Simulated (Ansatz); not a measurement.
**Ligand exchange: InH2F + GeH2(CH3)I → InH2I + GeH2(CH3)F**

Gas-phase species: InH2F `[F][InH2]`, singlet; GeH2(CH3)I, singlet; InH2I `[InH2][I]`, singlet; GeH2(CH3)F, singlet. The partners trade F for I: In–F and Ge–I bonds give way to In–I and Ge–F.

Shapes, held fixed at every level: PBE0-D4/def2-TZVP. Programs: Ansatz 0.2.0. The zero-point and thermal change to 298 K, harmonic and unscaled (PBE0-D4/def2-TZVP), is +0.7 kJ/mol.

```
               level                   kind  ΔH(298 K) (kJ/mol)  less CCSD(T)/def2-TZVPP
         HF/def2-SVP           Hartree–Fock               -77.4                    -21.9
r2SCAN-D4/def2-TZVPP               meta-GGA               -51.1                     +4.4
 B3LYP-D4/def2-TZVPP          global hybrid               -49.8                     +5.7
 BHLYP-D4/def2-TZVPP          global hybrid               -58.7                     -3.2
  PBE0-D4/def2-TZVPP          global hybrid               -51.5                     +4.0
   B2PLYP/def2-TZVPP          double hybrid               -54.3                     +1.2
      MP2/def2-TZVPP    perturbation theory               -55.3                     +0.2
  CCSD(T)/def2-TZVPP  coupled cluster or CI               -55.5                      0.0
```

The highest level, CCSD(T)/def2-TZVPP, gives ΔH(298 K) = -55.5 kJ/mol; the levels span -77.4 to -49.8. The column of differences is taken from that level and isn't an error. No measured value is set beside it here. For atoms past krypton def2 sets carry core potentials with scalar relativity. Relativity is left out for Ge. Outer-core shells of Ge, I, In are correlated, in sets that cover them unevenly.

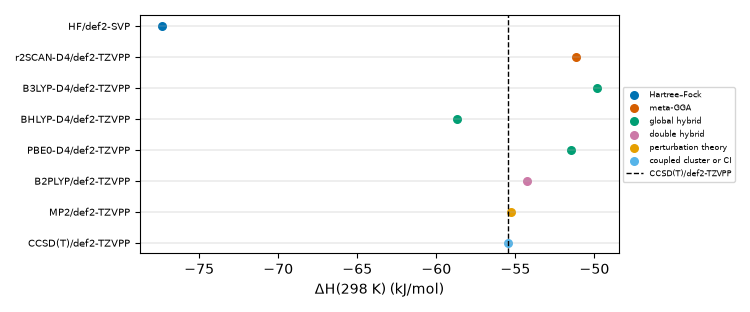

The values of the table, level by level.
